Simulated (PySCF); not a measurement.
**C2HCl2F (SMILES FC=C(Cl)Cl), run twice**

Aim: a stability test of C2HCl2F at B97-D-D3(op)/cc-pVDZ (sfX2C, density fitting with cc-pvqz-jkfit).

The results are computed with PySCF 2.14.0.

1 further run of the same task is left out (set aside as unsound or not needed).

### Step 1. Starting point

C2HCl2F: 6 atoms, total charge 0, spin state singlet. As SMILES, `FC=C(Cl)Cl`. Geometry: relaxed at PBE0-D4/def2-TZVP.

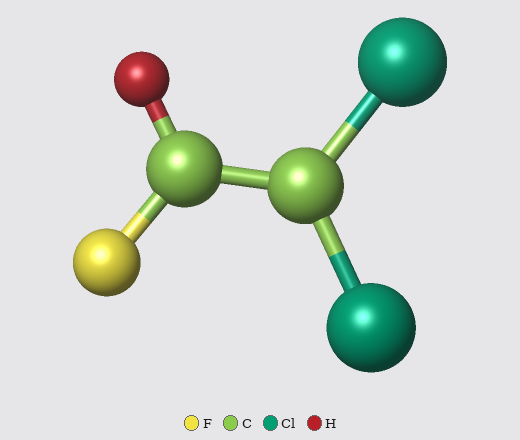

The structure, seen from a chosen angle (fluorine yellow, carbon green, chlorine teal, hydrogen red).

### Step 2. Try one

input.py

```python
# ctk1b6630
from pyscf import gto, dft

molecule = gto.Mole()
molecule.atom = '''
F        0.369860      -1.453540       1.016570
C        0.335170      -0.183710       0.639080
C       -0.249490       0.193990      -0.489960
Cl      -1.002700      -0.907170      -1.549080
Cl      -0.269610       1.845290      -0.936840
H        0.816790       0.505150       1.320220
'''
molecule.max_memory = 1860
molecule.verbose = 3
molecule.basis = 'cc-pcvdz'
molecule.spin = 0
molecule.charge = 0
molecule.build()

mf = dft.RKS(molecule)
mf.xc = 'b97-d'
mf = mf.x2c()
mf = mf.density_fit(auxbasis='cc-pvqz-jkfit')
mf.disp = 'd3op'
mf.kernel()

e_tot = mf.e_tot
print('Final energy', e_tot)
mo_i, mo_e, stable_i, stable_e = mf.stability(internal=True, external=True, return_status=True)
print('stable: internal', stable_i, 'external', stable_e)
```

The run is started by

```
OMP_NUM_THREADS=1 python input.py
```

The program printed:

```text
pyscf.lib.exceptions.BasisNotFoundError: Basis set not found for H in cc-pcvdz
```

Run time: 1.8 s. Hardware: 1 thread of Intel Xeon at 2.70GHz, shared host; peak memory 0.11 GiB.

### Step 3. Diagnosis

The program refused the input.

The log says `pyscf.lib.exceptions.BasisNotFoundError: Basis set not found for H in cc-pcvdz`. What is wrong: the program or basis doesn't cover what is asked for. To mend it: basis set cc-pVDZ in place of cc-pCVDZ.

### Step 4. Try two

run.py

```python
from pyscf import gto, dft

mol = gto.Mole()
mol.atom = '''
F        0.369860      -1.453540       1.016570
C        0.335170      -0.183710       0.639080
C       -0.249490       0.193990      -0.489960
Cl      -1.002700      -0.907170      -1.549080
Cl      -0.269610       1.845290      -0.936840
H        0.816790       0.505150       1.320220
'''
mol.charge = 0
mol.max_memory = 1860
mol.verbose = 3
mol.basis = 'cc-pvdz'
mol.build()

mf = dft.RKS(mol, xc='b97-d')
mf = mf.x2c()
mf = mf.density_fit(auxbasis='cc-pvqz-jkfit')
mf.disp = 'd3op'
mf.kernel()

etot = mf.e_tot
print('E(%s) = %.9f' % ('B97-D', etot))
mo_i, mo_e, stable_i, stable_e = mf.stability(internal=True, external=True, return_status=True)
print('stable: internal', stable_i, 'external', stable_e)
```

The run is started by

```
OMP_NUM_THREADS=1 python run.py
```

The program printed:

```text
converged SCF energy = -1099.58490866719
E(B97-D) = -1099.584908667
<class 'pyscf.df.df_jk.DFsfX2C1eRKS'> wavefunction is stable in the internal stability analysis
<class 'pyscf.df.df_jk.DFsfX2C1eRKS'> wavefunction is stable in the real -> complex stability analysis
<class 'pyscf.df.df_jk.DFsfX2C1eRKS'> wavefunction is stable in the RHF/RKS -> UHF/UKS stability analysis
stable: internal True external True
```

It took 3.3 min on 1 thread of Intel Xeon at 2.70GHz, shared host; peak memory 0.45 GiB.

### Step 5. Results

At B97-D-D3(op)/cc-pVDZ (sfX2C, density fitting with cc-pvqz-jkfit):

| quantity | value |
| --- | --- |
| total energy | -1099.58491 Eh |
| dipole moment | 1.02 D |
| HOMO energy | -5.93 eV |
| LUMO energy | -0.97 eV |
| HOMO–LUMO gap | 4.96 eV |
| dispersion energy | -50.41 kJ/mol |
